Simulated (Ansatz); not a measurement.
**GeF+ (singlet): one geometry, many settings at distance Ge1–F2 = 1.881 Å**

Aim: run GeF+ (singlet) at one geometry under a spread of methods and options, and see what each costs and gives.

Method: the settings change from run to run; program: Ansatz 0.2.0, Gaussian basis.

41 further runs of the same task are left out: 18 for a known fault of the program, 20 that didn't finish, 3 set aside as unsound or not needed.

## Step 1: What is computed

The geometry derives from a PBE0/def2-TZVP stationary point (not a proven minimum). One bond is set to the value named and the two fragments are kept rigid. No spin-orbit coupling is included. The filled d shell of Ge may be among the frozen orbitals whatever the setting's name suggests; the logs give the count.

2 atoms, charge 1, spin multiplicity 1.

Atoms are counted from 1 here; the program's logs count them from 0.

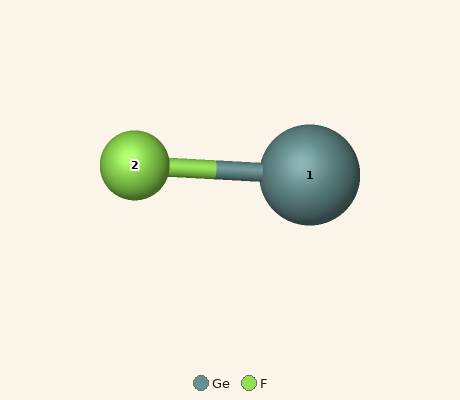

The geometry (germanium teal, fluorine green); atoms are numbered from 1 in the order of the file.

## Step 2: CCSD/6-31G*

Input file in.yaml:

```yaml
crystal:
  periodic: [false, false, false]
  atoms:
    - {symbol: Ge, position_ang: [0.000000, 0.000000, 0.000000]}
    - {symbol: F, position_ang: [0.000000, 0.000000, 1.881000]}
basis:
  gaussian: {orbitals: "6-31G*"}
total_charge: 1
magnetization: {spin_polarized: false}
hamiltonian: {xc: {name: PBE0}}
correlation: {method: ccsd, electrons: outside_noble_gas}
output: {forces: true}
```

Command:

```sh
$ ansatz run in.yaml --threads 1 --pin off --events-out ev --progress --plain --max-ram 2393MiB
```

Standard output, shortened:

```text
Functional definition: PBE0
  name "PBE0"
  cite "Adamo & Barone, J. Chem. Phys. 110, 6158 (1999) doi:10.1063/1.478522"
  cite "Perdew, Burke & Ernzerhof, Phys. Rev. Lett. 77, 3865 (1996) doi:10.1103/PhysRevLett.77.3865"
  parent pbe
[...]
435 factors; integrals over basis functions are off by at most 5.7e-4 eV
[...]
mean field -59209.31421701 eV, -2175.9021639604 hartree, gradient 9.2e-7 eV, S^2 0.000000; 0 other end points of the search recorded, 0 dependent functions left out
15 core orbitals not correlated: weight in the atoms' cores, before any rotation towards them, 0.990 or more for the frozen orbitals, at most 0.009 for the correlated occupied ones
reference -59163.37159221 eV, -2174.2138036399 hartree; 5, 5 occupied and 30, 30 virtual orbitals, 435 factors
second order -7.17128548 eV of doubles, -0.36312127 eV of singles
cycle   1  -6.42115381 eV  change     1.1e0 eV  update   1.9e-1
[...]
cycle  10  -7.09441900 eV  change    3.3e-6 eV  update   4.6e-6
[...]
Total energy: -59170.46601120 eV, -2174.4745187294 hartree
Atom 0 at     0.000000     0.000000     0.000000 Å, force     0.000000    -0.000000     4.734101 eV/Å
Atom 1 at     0.000000     0.000000     1.881000 Å, force     0.000000     0.000000    -4.734101 eV/Å
Dipole moment:    -0.000000    -0.000000    -0.818585 e Å
```

Wall time 3 s (1 thread of Intel Xeon Platinum 8259CL at 2.50GHz, shared host).

From the report: correlation -7.0944 eV; T1 0.013; largest double amplitude 0.07. The orbitals are Kohn-Sham ones, so correlation energy and T1 don't compare with those on Hartree-Fock orbitals.

## Step 3: BCCD(T) on UHF/cc-pVDZ

Input file in.yaml:

```yaml
crystal:
  periodic: [false, false, false]
  atoms:
    - {symbol: Ge, position_ang: [0.000000, 0.000000, 0.000000]}
    - {symbol: F, position_ang: [0.000000, 0.000000, 1.881000]}
basis:
  gaussian: {orbitals: cc-pVDZ}
total_charge: 1
magnetization: {spin_polarized: true, initial_magnetization: 0}
hamiltonian: {pseudopotentials: {relativity: scalar}}
correlation: {method: bccd_t, electrons: valence, diis_vectors: 12}
accuracy: high
```

Same command.

Standard output, shortened:

```text
Functional definition: HF
  name "HF"
  cite "Fock, Z. Phys. 61, 126 (1930) doi:10.1007/BF01340294"
  parent pbe
[...]
739 factors; integrals over basis functions are off by at most 4.6e-9 eV
[...]
mean field -59638.96655069 eV, -2191.6915959943 hartree, gradient 5.1e-9 eV, S^2 0.000000; 0 other end points of the search recorded, 0 dependent functions left out
10 core orbitals not correlated: weight in the atoms' cores, before any rotation towards them, 1.000 or more for the frozen orbitals, at most 0.000 for the correlated occupied ones
reference -59638.96655069 eV, -2191.6915959943 hartree; 10, 10 occupied and 21, 21 virtual orbitals, 739 factors
second order -7.28104350 eV of doubles, -0.00000000 eV of singles
cycle   1  -7.05433378 eV  change    2.3e-1 eV  update   1.3e-1
[...]
cycle  21  -7.48618274 eV  change   -2.0e-9 eV  update   1.5e-9
perturbative correction -0.32258934 eV, -0.0118549397 hartree
Total energy: -59646.77532277 eV, -2191.9785630755 hartree
Relativity: scalar
```

Wall time 6.5 s (1 thread of Intel Xeon Platinum 8259CL at 2.50GHz, shared host).

From the report: ⟨S²⟩ of the determinant 0.000 (pure singlet: 0.00); correlation -7.8088 eV; largest double amplitude 0.07.

## Step 4: MRCISD+Q(relaxed)(6,6)/cc-pVDZ

Input file in.yaml:

```yaml
crystal:
  periodic: [false, false, false]
  atoms:
    - {symbol: Ge, position_ang: [0.000000, 0.000000, 0.000000]}
    - {symbol: F, position_ang: [0.000000, 0.000000, 1.881000]}
basis:
  gaussian: {orbitals: cc-pVDZ}
total_charge: 1
correlation: {method: fic_mrcisd_q_relaxed, electrons: outside_noble_gas, active_space: {window: {electrons: 6, orbitals: 6}}}
```

The command is unchanged.

Standard output, shortened:

```text
Functional definition: HF
  name "HF"
  cite "Fock, Z. Phys. 61, 126 (1930) doi:10.1007/BF01340294"
  parent pbe
[...]
458 factors; integrals over basis functions are off by at most 8.9e-4 eV
[...]
mean field -59171.03232396 eV, -2174.4953303395 hartree, gradient 2.8e-6 eV, S^2 0.000000; 0 other end points of the search recorded, 0 dependent functions left out
reference -59171.03232396 eV, -2174.4953303395 hartree; 20, 20 occupied and 21, 21 virtual orbitals, 458 factors
state -59174.03848412 eV, -2174.6058046874 hartree
contracted CI cycle   1: correlation -0.00000000 eV, -0.0000000000 hartree, residual 2.46e1 eV
contracted CI cycle   2: correlation -3.84399947 eV, -0.1412643751 hartree, residual 4.52e0 eV
contracted CI cycle   3: correlation -4.09365576 eV, -0.1504390745 hartree, residual 2.28e0 eV
[...]
contracted CI cycle   8: correlation -4.99337332 eV, -0.1835030848 hartree, residual 6.41e-2 eV
contracted CI cycle   9: correlation -4.99342191 eV, -0.1835048704 hartree, residual 3.13e-2 eV
contracted CI cycle  10: correlation -4.99343343 eV, -0.1835052939 hartree, residual 1.45e-2 eV
contracted CI cycle  11: correlation -4.99343585 eV, -0.1835053829 hartree, residual 6.73e-3 eV
contracted CI cycle  12: correlation -4.99343644 eV, -0.1835054045 hartree, residual 3.09e-3 eV
contracted CI cycle  13: correlation -4.99343655 eV, -0.1835054087 hartree, residual 1.63e-3 eV
contracted CI cycle  14: correlation -4.99343659 eV, -0.1835054098 hartree, residual 7.16e-4 eV
state -59173.13170781 eV, -2174.5724812728 hartree; corrected -59178.43920911 eV, -2174.7675283479 hartree
state -59174.03848412 eV, -2174.6058046874 hartree; corrected -59178.46160187 eV, -2174.7683512668 hartree
[...]
the orbitals are reached from a further start. From the first start the search ends at -59173.13134074 eV, -2174.5724677831 hartree
Total energy: -59178.46160187 eV, -2174.7683512668 hartree
```

It took 12 s on 1 thread of Intel Xeon Platinum 8259CL at 2.50GHz, shared host.

From the report: 112 determinants; active occupations 1.98, 1.98, 1.97, 0.03, 0.02, 0.02.

## Step 5: CCSDT(Q)/B/def2-SVP

Input file in.yaml:

```yaml
crystal:
  periodic: [false, false, false]
  atoms:
    - {symbol: Ge, position_ang: [0.000000, 0.000000, 0.000000]}
    - {symbol: F, position_ang: [0.000000, 0.000000, 1.881000]}
basis:
  gaussian: {orbitals: def2-SVP}
total_charge: 1
magnetization: {spin_polarized: true, initial_magnetization: 0}
hamiltonian: {xc: {name: r2SCAN}, pseudopotentials: {relativity: none}}
correlation: {method: ccsdt_q_b, electrons: outside_noble_gas, diis_vectors: 1}
accuracy: high
```

Same command.

Standard output, shortened:

```text
Functional definition: r2SCAN
  name "r2SCAN"
  cite "Furness, Kaplan, Ning, Perdew & Sun, J. Phys. Chem. Lett. 11, 8208 (2020) doi:10.1021/acs.jpclett.0c02405"
  cite "Furness, Kaplan, Ning, Perdew & Sun, J. Phys. Chem. Lett. 11, 9248 (2020) doi:10.1021/acs.jpclett.0c03077"
  parent r2scan
[...]
758 factors; integrals over basis functions are off by at most 4.0e-9 eV
[...]
mean field -59215.94616413 eV, -2176.1458835219 hartree, gradient 3.1e-8 eV, S^2 0.000000; 0 other end points of the search recorded, 0 dependent functions left out
15 core orbitals not correlated: weight in the atoms' cores, before any rotation towards them, 0.991 or more for the frozen orbitals, at most 0.008 for the correlated occupied ones
reference -59161.48867068 eV, -2174.1446075501 hartree; 5, 5 occupied and 26, 26 virtual orbitals, 758 factors
second order -7.70608726 eV of doubles, -0.51583675 eV of singles
cycle   1  -6.88939017 eV  change     1.3e0 eV  update   2.2e-1
[...]
cycle  45  -7.95123675 eV  change  -5.5e-10 eV  update   1.1e-9
perturbative correction -0.05076244 eV, -0.0018654853 hartree
Total energy: -59169.49066987 eV, -2174.4386755964 hartree
```

It took 26 s on 1 thread of Intel Xeon Platinum 8259CL at 2.50GHz, shared host; peak memory 0.28 GiB.

From the report: ⟨S²⟩ of the determinant 0.000 (pure singlet: 0.00); correlation -8.0020 eV; T1 0.018; largest double amplitude 0.08. The orbitals are Kohn-Sham ones, so correlation energy and T1 don't compare with those on Hartree-Fock orbitals.

## Step 6: The runs in one table

Where basis and cores are those of an earlier RCCSDTQ/cc-pVDZ run (-59178.4514 eV), and the state is the same kind, the miss against it is given.

| level | correlated | functions | energy (eV) | from RCCSDTQ (meV) | time |
| --- | --- | --- | --- | --- | --- |
| CCSD/6-31G* (on PBE0 orbitals) | outside noble gas | 50 | -59170.4660 |  | 3 s |
| BCCD(T) on UHF/cc-pVDZ (relativity set) | valence | 41 | -59646.7753 |  | 6.5 s |
| MRCISD+Q(relaxed)(6,6)/cc-pVDZ | outside noble gas | 41 | -59178.4616 | -10.2 | 12 s |
| CCSDT(Q)/B/def2-SVP (on r2SCAN orbitals) | outside noble gas | 46 | -59169.4907 |  | 26 s |

## Step 7: Results

| quantity | value |
| --- | --- |
| runs | 4 |
| quickest | CCSD/6-31G* (on PBE0 orbitals), 3 s |
| slowest | CCSDT(Q)/B/def2-SVP (on r2SCAN orbitals), 26 s |

What this shows: Total energies in different bases, with other cores or another treatment of relativity can't be set against each other. CCSDT(Q)/B/def2-SVP (on r2SCAN orbitals) took 9 times as long as CCSD/6-31G* (on PBE0 orbitals); the jobs differ in more than the method.
